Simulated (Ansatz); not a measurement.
Consider CH₄FIn (SMILES F[CH2][InH2]).

The calculation's input:

```
crystal:
  periodic: [false, false, false]
  atoms:
    - {symbol: F, position_ang: [-1.859588, 0.101347, -0.630860]}
    - {symbol: C, position_ang: [-0.644387, -0.562184, -0.497111]}
    - {symbol: In, position_ang: [0.821247, 0.628510, 0.592385]}
    - {symbol: H, position_ang: [-0.278532, -0.804231, -1.500804]}
    - {symbol: H, position_ang: [-0.831566, -1.511030, 0.017236]}
    - {symbol: H, position_ang: [0.397798, 2.190915, 1.177843]}
    - {symbol: H, position_ang: [2.395029, -0.043327, 0.841322]}
basis:
  gaussian: {orbitals: def2-TZVPP}
hamiltonian: {xc: pbe0, dispersion: d4}
output: {orbitals: {seedname: orbitals}}
```

Launched as:

```sh
ansatz run in.yaml --threads 2 --pin off --events-out ev --progress --plain --max-ram 4352MiB
```

Geometry: PBE0-D4/def2-TZVP; core potentials replace the inner electrons of In.

These are results of Ansatz 0.2.0, RKS PBE0-D4/def2-TZVPP, not measurements.

Predict the electron density and electron localisation function between the atoms.

Answer. C–F (1.39 Å): ρ is about 2 e/Å³ halfway, with its minimum of 1.6 e/Å³ about 0.5 Å from C; the ELF peaks at about 0.80 between the atoms (a polar covalent bond).
C–In (2.18 Å): the density is about 0.67 e/Å³ at the midpoint; the ELF peaks at about 0.95 in the valence shell of C, 0.7 Å from its nucleus, and drops to about 0.20 between the two atoms.
In–H (1.72 Å): the density is about 1.2 e/Å³ at the midpoint; the ELF climbs to about 1 towards the hydrogen.

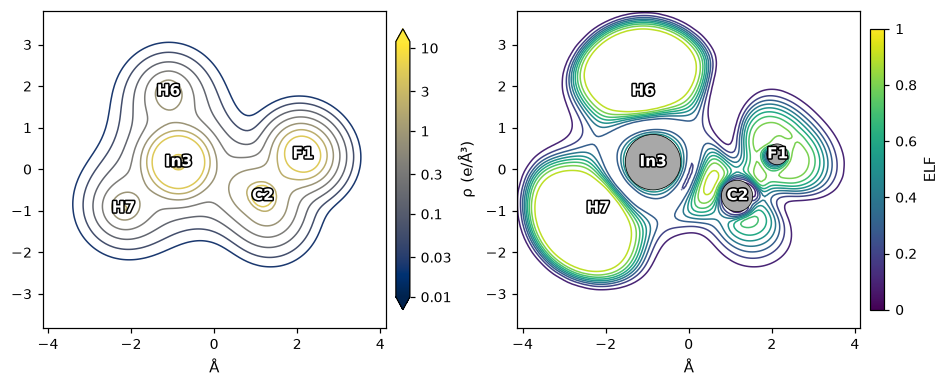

Computed electron density and electron localisation function on the plane of atoms H6, In3 and H7, in this order. Grey discs cover the atomic cores in the ELF map. 
